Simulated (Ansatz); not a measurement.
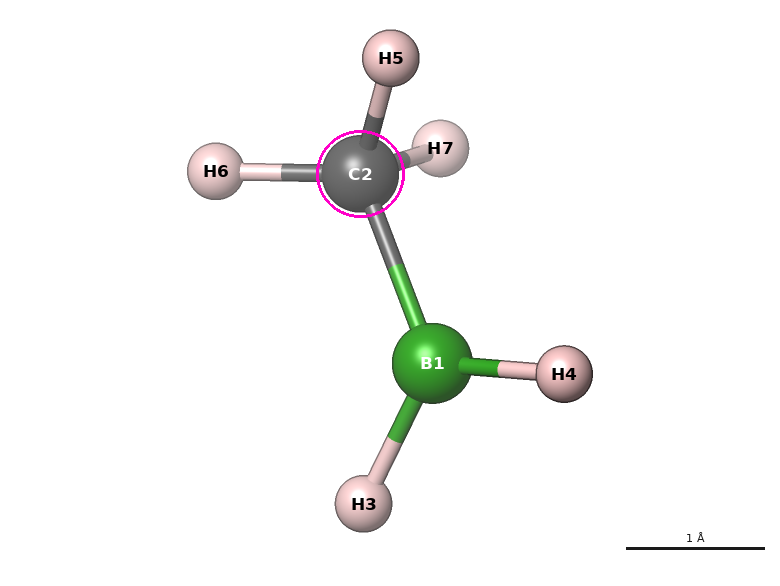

Orthographic view. Distant atoms are faded towards the background colour. Computed geometry: PBE0-D4/def2-TZVP optimisation.

**Which atoms are bonded to the circled atom?**

The circled atom is C2; it is bonded to B1, H5, H6, H7.

**Of C2 and H5, which is nearer the viewer?**

H5; the bond to C2 points away from the viewer, so it looks shorter than its 1.09 Å.

**Which atom is farthest from the viewer?**

H7, 1.1 Å behind the mean position.

**Which atom is nearest the viewer?**

H4, 1.0 Å in front of the mean position.
